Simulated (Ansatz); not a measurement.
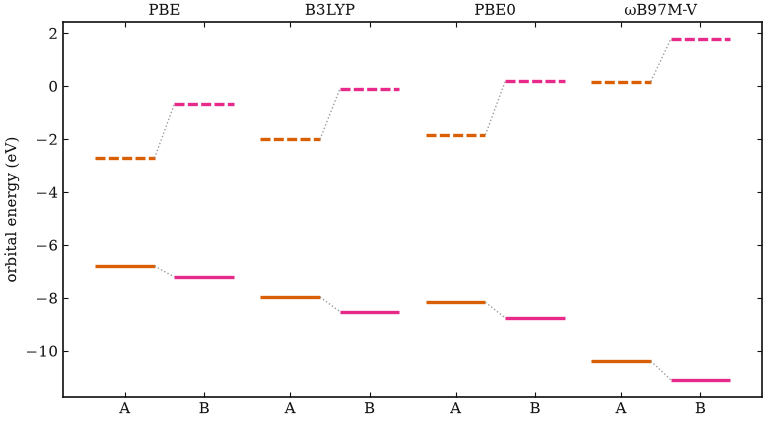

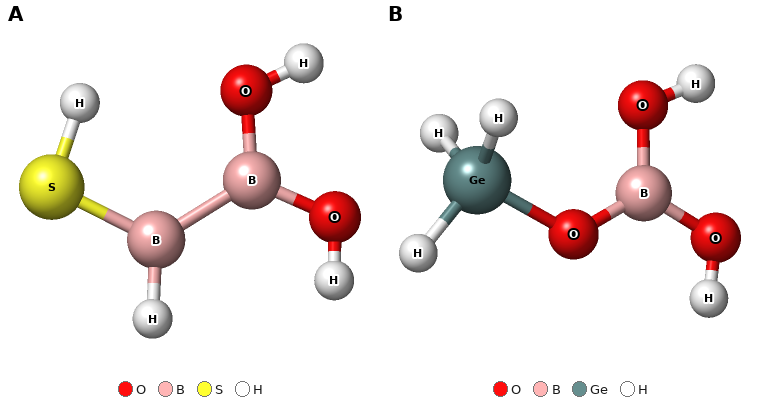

One change: A, B₂H₄SO₂ (SMILES OB(O)BS), becomes B, BGeH₅O₃ (SMILES OB(O)[O][GeH3]). BH₂S (bound through B) on B is replaced by GeH₃O (bound through O). HOMO (solid) and LUMO (dashed) computed in def2-TZVPP at PBE0-D4/def2-TZVP geometries, both minima by their frequencies, gas phase, the Ansatz code. Empty levels above zero depend strongly on the basis.

**What does the change do to HOMO and LUMO?**

PBE: the HOMO falls by 0.41 eV, the LUMO rises by 2.04 eV, and the separation goes from 4.08 to 6.53 eV. B3LYP: the HOMO falls by 0.55 eV, the LUMO rises by 1.90 eV, and the separation goes from 5.96 to 8.40 eV. PBE0: the HOMO falls by 0.59 eV, the LUMO rises by 2.02 eV, and the separation goes from 6.32 to 8.94 eV. ωB97M-V: the HOMO falls by 0.70 eV, the LUMO rises by 1.59 eV, and the separation goes from 10.56 to 12.85 eV.

**Do the functionals agree on the effect?**

They agree on the direction for both levels; the HOMO shift lies between −0.70 and −0.41 eV and the LUMO shift between 1.59 and 2.04 eV, while the separations themselves differ by up to 6.5 eV between functionals.

Note: one conformer of each flexible molecule.
